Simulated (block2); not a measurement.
# DMRG/ANO-RCC-MB run of CHFO (formyl fluoride)

Aim: the vertical ionisation energy of CHFO (formyl fluoride) at DMRG/ANO-RCC-MB, from 2 runs. The job is set up through a Python script.

The calculation is run with block2 0.5.4.

4 further runs of the same task are left out: 3 that didn't finish, 1 set aside as unsound or not needed. Runs told in other sessions of the task aren't counted.

## 1. The structure to begin with

CHFO: 4 atoms, total charge 0, spin state singlet. As SMILES, `O=CF`. Geometry: relaxed at PBE0-D4/def2-TZVP.

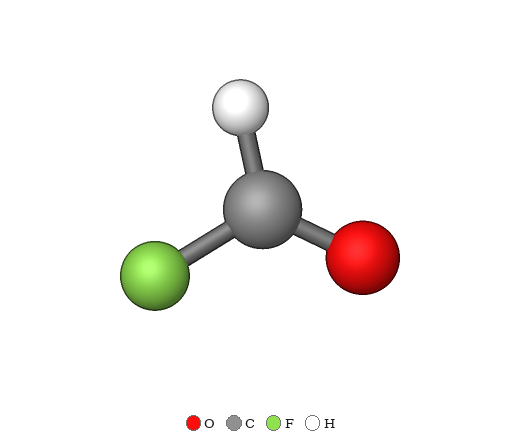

The structure, seen from a chosen angle (oxygen red, carbon grey, fluorine green, hydrogen white).

## 2. The energy at DMRG/ANO-RCC-MB

mol.xyz reads:

```xyz
4
CHFO
O     -0.889340     0.201180     0.827740
C     -0.046400     0.067520     0.021620
F      0.585200    -1.091810    -0.181820
H      0.350540     0.823120    -0.667550
```

dmrg.py reads:

```python
from pyscf import cc, dft, gto, mp, scf
from pyblock2._pyscf.ao2mo import integrals as itg
from pyblock2.driver.core import DMRGDriver, SymmetryTypes

mol = gto.M(atom="mol.xyz", basis="ano-rcc-mb", verbose=3, max_memory=2000)
print("basis functions         : %d" % (mol.nao))
mf = scf.UHF(mol)
mf.conv_tol = 1e-10
mf.max_cycle = 200
mf.kernel()
if not mf.converged:
    mf = mf.newton().run(mf.mo_coeff, mf.mo_occ)
for _ in range(5):
    mo, _, ok, _ = mf.stability(return_status=True)
    if ok:
        break
    mf.kernel(mf.make_rdm1(mo, mf.mo_occ))
print(f"SCF energy              : {mf.e_tot:.10f}")
print("<S^2> of the reference  : %.4f" % (mf.spin_square()[0]))
ref = mf
pt = mp.MP2(ref, frozen=3).run()
mycc = cc.CCSD(ref, frozen=3)
mycc.max_cycle = 150
mycc.kernel()
print(f"E(MP2)                  : {pt.e_tot:.10f}")
if mycc.converged:
    print("CCSD total energy       : %.10f" % (mycc.e_tot))
    print("CCSD(T) total energy    : %.10f" % (mycc.e_tot + mycc.ccsd_t()))
ks = dft.UKS(mol, xc="m062x").set(conv_tol=1e-9, verbose=3).run(mf.make_rdm1())
if ks.converged:
    print("E(M06-2X)               : %.8f" % (ks.e_tot))
ks = dft.UKS(mol, xc="camb3lyp").set(conv_tol=1e-9, verbose=3).run(mf.make_rdm1())
if ks.converged:
    print(f"E(CAM-B3LYP)            : {ks.e_tot:.8f}")
ks = dft.UKS(mol, xc="lda,vwn5").set(conv_tol=1e-9, verbose=3).run(mf.make_rdm1())
if ks.converged:
    print(f"E(SVWN5)                : {ks.e_tot:.8f}")
ks = dft.UKS(mol, xc="m06l").set(conv_tol=1e-9, verbose=3).run(mf.make_rdm1())
if ks.converged:
    print(f"E(M06-L)                : {ks.e_tot:.8f}")
ncas, n_elec, spin, ecore, h1e, g2e, orb_sym = itg.get_uhf_integrals(mf, ncore=3, ncas=13, pg_symm=False, g2e_symm=8)
dmrg = DMRGDriver(scratch="./tmp", symm_type=SymmetryTypes.SZ, stack_mem=1500 << 20, n_threads=1)
dmrg.initialize_system(n_sites=ncas, n_elec=n_elec, spin=spin, orb_sym=orb_sym)
mpo = dmrg.get_qc_mpo(h1e=h1e, g2e=g2e, ecore=ecore, iprint=0)
psi = dmrg.get_random_mps(tag="GS", bond_dim=37, nroots=1)
bond_dims = [37] * 2 + [75] * 2 + [150] * 2
noises = [0.0001] * 2 + [0.0001] * 2 + [1e-05] * 2 + [0]
thrds = [1e-08] * 6
e = dmrg.dmrg(mpo, psi, n_sweeps=12, tol=1e-06, bond_dims=bond_dims, noises=noises, thrds=thrds, iprint=1)
ms, dws, es = dmrg.get_dmrg_results()
print("max discarded weight    : %.3e" % (dws[-1]))
print(f"E(final)                : {e:.10f}")
```

The run is started by

```sh
$ python dmrg.py
```

Standard output:

```text
basis functions         : 16
converged SCF energy = -212.51803884073  <S^2> = 1.7763568e-15  2S+1 = 1
<class 'pyscf.scf.uhf.UHF'> wavefunction is stable in the internal stability analysis
SCF energy              : -212.5180388407
<S^2> of the reference  : 0.0000
E(UMP2) = -212.636704995212  E_corr = -0.118666154481973
E(SCS-UMP2) = -212.63900980623  E_corr = -0.120970965500263
E(UCCSD) = -212.6562886874083  E_corr = -0.1382498466781454
E(MP2)                  : -212.6367049952
CCSD total energy       : -212.6562886874
UCCSD(T) correction = -0.00523429344637891
CCSD(T) total energy    : -212.6615229809
converged SCF energy = -213.496383327517  <S^2> = 0  2S+1 = 1
E(M06-2X)               : -213.49638333
converged SCF energy = -213.506263053881  <S^2> = 3.5527137e-15  2S+1 = 1
E(CAM-B3LYP)            : -213.50626305
converged SCF energy = -212.059386783609  <S^2> = 3.5527137e-15  2S+1 = 1
E(SVWN5)                : -212.05938678
converged SCF energy = -213.538212179257  <S^2> = 3.5527137e-15  2S+1 = 1
E(M06-L)                : -213.53821218

Sweep =    0 | Direction =  forward | Bond dimension =   37 | Noise =  1.00e-04 | Dav threshold =  1.00e-08
Time elapsed =      1.292 | E =    -212.6023620104 | DW = 1.62493e-04

Sweep =    1 | Direction = backward | Bond dimension =   37 | Noise =  1.00e-04 | Dav threshold =  1.00e-08
Time elapsed =      1.990 | E =    -212.6475949279 | DE = -4.52e-02 | DW = 5.47838e-04

Sweep =    2 | Direction =  forward | Bond dimension =   75 | Noise =  1.00e-04 | Dav threshold =  1.00e-08
Time elapsed =      3.050 | E =    -212.6557889972 | DE = -8.19e-03 | DW = 9.05330e-05

Sweep =    3 | Direction = backward | Bond dimension =   75 | Noise =  1.00e-04 | Dav threshold =  1.00e-08
Time elapsed =      4.726 | E =    -212.6581554782 | DE = -2.37e-03 | DW = 1.21867e-04

Sweep =    4 | Direction =  forward | Bond dimension =  150 | Noise =  1.00e-05 | Dav threshold =  1.00e-08
Time elapsed =      7.919 | E =    -212.6596998369 | DE = -1.54e-03 | DW = 8.30505e-06

Sweep =    5 | Direction = backward | Bond dimension =  150 | Noise =  1.00e-05 | Dav threshold =  1.00e-08
Time elapsed =     13.929 | E =    -212.6609429836 | DE = -1.24e-03 | DW = 6.43410e-05

Sweep =    6 | Direction =  forward | Bond dimension =  150 | Noise =  0.00e+00 | Dav threshold =  1.00e-07
Time elapsed =     18.504 | E =    -212.6613867400 | DE = -4.44e-04 | DW = 8.57223e-05

Sweep =    7 | Direction = backward | Bond dimension =  150 | Noise =  0.00e+00 | Dav threshold =  1.00e-07
Time elapsed =     23.649 | E =    -212.6614504544 | DE = -6.37e-05 | DW = 8.79441e-05

Sweep =    8 | Direction =  forward | Bond dimension =  150 | Noise =  0.00e+00 | Dav threshold =  1.00e-07
Time elapsed =     28.474 | E =    -212.6616347170 | DE = -1.84e-04 | DW = 8.91394e-05

Sweep =    9 | Direction = backward | Bond dimension =  150 | Noise =  0.00e+00 | Dav threshold =  1.00e-07
Time elapsed =     33.531 | E =    -212.6616408834 | DE = -6.17e-06 | DW = 8.90248e-05

Sweep =   10 | Direction =  forward | Bond dimension =  150 | Noise =  0.00e+00 | Dav threshold =  1.00e-07
Time elapsed =     38.336 | E =    -212.6616568348 | DE = -1.60e-05 | DW = 8.90878e-05

Sweep =   11 | Direction = backward | Bond dimension =  150 | Noise =  0.00e+00 | Dav threshold =  1.00e-07
Time elapsed =     43.372 | E =    -212.6616572865 | DE = -4.52e-07 | DW = 8.90123e-05

max discarded weight    : 8.901e-05
E(final)                : -212.6616572865
```

Wall time 57 s (1 thread of Arm Neoverse V1, shared host); peak memory 0.41 GiB.

## 3. The doublet cation: a single-point energy at DMRG/ANO-RCC-MB

job.py reads:

```python
import numpy as np
from pyscf import cc, dft, gto, mcscf, mp, scf
from pyblock2._pyscf.ao2mo import integrals as itg
from pyblock2.driver.core import DMRGDriver, SymmetryTypes

mol = gto.M(atom=[
    ("O", (-0.889340, 0.201180, 0.827740)),
    ("C", (-0.046400, 0.067520, 0.021620)),
    ("F", (0.585200, -1.091810, -0.181820)),
    ("H", (0.350540, 0.823120, -0.667550)),
], basis="ano-rcc-mb", charge=1, spin=1, verbose=4, max_memory=2000)
print("nao                      = %d" % (mol.nao))
mf = scf.ROHF(mol)
mf.conv_tol = 1e-10
mf.max_cycle = 200
mf.kernel()
if not mf.converged:
    mf = mf.newton().run(mf.mo_coeff, mf.mo_occ)
print("E(SCF)                   = %.10f" % (mf.e_tot))
# single-reference ladder for comparison
ref = scf.UHF(mol).run(mf.make_rdm1(), conv_tol=1e-10)
pt = mp.MP2(ref, frozen=3).run()
mycc = cc.CCSD(ref, frozen=3)
mycc.max_cycle = 150
mycc.kernel()
print(f"E(MP2)                   = {pt.e_tot:.10f}")
if mycc.converged:
    print(f"CCSD total energy        = {mycc.e_tot:.10f}")
    print(f"E(CCSD(T))               = {mycc.e_tot + mycc.ccsd_t():.10f}")
# a few density functionals on the same geometry and basis
ks = dft.UKS(mol, xc="m062x").set(conv_tol=1e-9, verbose=3).run(mf.make_rdm1())
if ks.converged:
    print(f"E(M06-2X)                = {ks.e_tot:.8f}")
ks = dft.UKS(mol, xc="camb3lyp").set(conv_tol=1e-9, verbose=3).run(mf.make_rdm1())
if ks.converged:
    print("E(CAM-B3LYP)             = %.8f" % (ks.e_tot))
ks = dft.UKS(mol, xc="lda,vwn5").set(conv_tol=1e-9, verbose=3).run(mf.make_rdm1())
if ks.converged:
    print("E(SVWN5)                 = %.8f" % (ks.e_tot))
ks = dft.UKS(mol, xc="m06l").set(conv_tol=1e-9, verbose=3).run(mf.make_rdm1())
if ks.converged:
    print("E(M06-L)                 = %.8f" % (ks.e_tot))
# CCSD natural orbitals
occ_no, mo = mcscf.addons.make_natural_orbitals(cc.CCSD(mf.to_uhf(), frozen=3).run())
mf.mo_coeff = mo
ncas, n_elec, spin, ecore, h1e, g2e, orb_sym = itg.get_rhf_integrals(mf, ncore=3, ncas=13, pg_symm=False, g2e_symm=1)
driver = DMRGDriver(scratch="./tmp", symm_type=SymmetryTypes.SU2, stack_mem=1500 << 20, n_threads=1)
# order the orbitals along the chain
idx = driver.orbital_reordering(h1e, g2e, method="fiedler")
print("orbital order:", idx.tolist())
h1e = h1e[np.ix_(idx, idx)]
g2e = g2e[np.ix_(idx, idx, idx, idx)]
orb_sym = np.array(orb_sym)[idx]
driver.initialize_system(n_sites=ncas, n_elec=n_elec, spin=spin, orb_sym=orb_sym)
mpo = driver.get_qc_mpo(h1e=h1e, g2e=g2e, ecore=ecore, iprint=1)
occs = np.array([1.7] * 8 + [1.0] * 1 + [0.3] * 4)[idx]
ket = driver.get_random_mps(tag="GS", bond_dim=75, nroots=1, occs=occs)
bond_dims = [75] * 2 + [112] * 4 + [150] * 4
noises = [0.0001] * 2 + [0.0001] * 4 + [1e-05] * 4 + [0]
thrds = [1e-08] * 10
e = driver.dmrg(mpo, ket, n_sweeps=16, tol=1e-06, bond_dims=bond_dims, noises=noises, thrds=thrds, iprint=1)
ms, dws, es = driver.get_dmrg_results()
print("DW                       = %.3e" % (dws[-1]))
print("total energy             = %.10f" % (e))
dm1 = driver.get_1pdm(ket)
print("NOONs                    =", np.round(np.linalg.eigvalsh(dm1)[::-1], 5).tolist())
c_act = mf.mo_coeff[:, 3:16][:, idx]
dm_ao = c_act @ dm1 @ c_act.T + 2 * mf.mo_coeff[:, :3] @ mf.mo_coeff[:, :3].T
print("dipole moment (debye)    =", np.round(scf.hf.dip_moment(mol, dm_ao, verbose=0), 4).tolist())
print("largest bipartite entropy = %.4f" % (max(driver.get_bipartite_entanglement(ket))))
# exact diagonalisation in the same space
ci = mcscf.CASCI(mf, 13, (9, 8))
ci.fix_spin_(ss=0.75)
ci.fcisolver.conv_tol = 1e-10
ci.fcisolver.max_cycle = 200
ci.kernel()
print(f"E(FCI)                   = {ci.e_tot:.10f}")
```

The run is started by

```sh
$ python job.py
```

Standard output:

```text
[INPUT] verbose = 4
[INPUT] num. atoms = 4
[INPUT] num. electrons = 23
[INPUT] charge = 1
[INPUT] spin (= nelec alpha-beta = 2S) = 1
[INPUT] symmetry False subgroup None
[INPUT] Mole.unit = angstrom
[INPUT] Symbol           X                Y                Z      unit          X                Y                Z       unit  Magmom
[INPUT]  1 O     -0.889340000000   0.201180000000   0.827740000000 AA   -1.680609031621   0.380175101740   1.564201902347 Bohr   0.0
[INPUT]  2 C     -0.046400000000   0.067520000000   0.021620000000 AA   -0.087683292180   0.127594307931   0.040855878813 Bohr   0.0
[INPUT]  3 F      0.585200000000  -1.091810000000  -0.181820000000 AA    1.105867728095  -2.063221880061  -0.343590003968 Bohr   0.0
[INPUT]  4 H      0.350540000000   0.823120000000  -0.667550000000 AA    0.662424595705   1.555471367652  -1.261486674453 Bohr   0.0

[... 56 lines left out ...]
converged SCF energy = -212.024378357265
[... 92 lines left out ...]
Init t2, MP2 energy = -0.099812652283927
[... 23 lines left out ...]
CCSD total energy        = -212.1555950682
[... 22 lines left out ...]
converged SCF energy = -212.955629628511  <S^2> = 0.75749106  2S+1 = 2.0074771
[... 21 lines left out ...]
converged SCF energy = -212.989811731622  <S^2> = 0.75616148  2S+1 = 2.006152
[... 36 lines left out ...]
UCCSD converged
[... 19 lines left out ...]
integral symmetrize error =  0.0
integral cutoff error =  0.0
[... 51 lines left out ...]
Sweep =   10 | Direction =  forward | Bond dimension =  150 | Noise =  0.00e+00 | Dav threshold =  1.00e-07
Time elapsed =     38.403 | E =    -212.1625425814 | DE = -2.67e-09 | DW = 5.98506e-06

DW                       = 5.985e-06
total energy             = -212.1625425814
NOONs                    = [1.99824, 1.99713, 1.99644, 1.9829, 1.97955, 1.97355, 1.95158, 1.94196, 1.01394, 0.08109, 0.04304, 0.02298, 0.0176]
dipole moment (debye)    = [-0.0033, 1.1239, -0.4217]
largest bipartite entropy = 0.3912

******** <class 'pyscf.mcscf.casci.CASCI'> ********
CAS (9e+8e, 13o), ncore = 3, nvir = 0
natorb = False
canonicalization = True
sorting_mo_energy = False
max_memory 2000 MB (current use 328 MB)
******** <class 'pyscf.fci.addons.SpinPenaltyFCISolver'> ********
max. cycles = 200
conv_tol = 1e-10
davidson only = True
linear dependence = 1e-12
level shift = 0.001
max iter space = 12
max_memory 2000 MB
nroots = 1
pspace_size = 400
spin = None
Density matrix diagonal elements [1.99818746 1.99697693 1.99646989 1.97919384 1.98287611 1.97346765
 1.95158821 1.94223098 1.01396019 0.08118982 0.04318373 0.02299544
 0.01767975]
CASCI converged
CASCI E = -212.162571524156  E(CI) = -82.5672616378124  S^2 = 0.7500000
E(FCI)                   = -212.1625715242
```

It took 1.8 min on 1 thread of Arm Neoverse V1, shared host; peak memory 0.48 GiB.

## 4. Outcome

At DMRG/ANO-RCC-MB, 3 core orbitals frozen:

| quantity | value |
| --- | --- |
| run 1, DMRG/ANO-RCC-MB: total energy | -212.66166 Eh |
| doublet cation: total energy | -212.16254 Eh |
| vertical ionisation energy (to the doublet cation) | 13.582 eV |

**Reading.** Removing an electron at fixed nuclei costs 13.58 eV (1310 kJ/mol). In a minimal basis such a difference can be off by several eV, whatever the method. The basis (run 1, DMRG/ANO-RCC-MB) was made for a relativistic Hamiltonian, but the run is non-relativistic. The basis (doublet cation) was made for a relativistic Hamiltonian, but the run is non-relativistic.
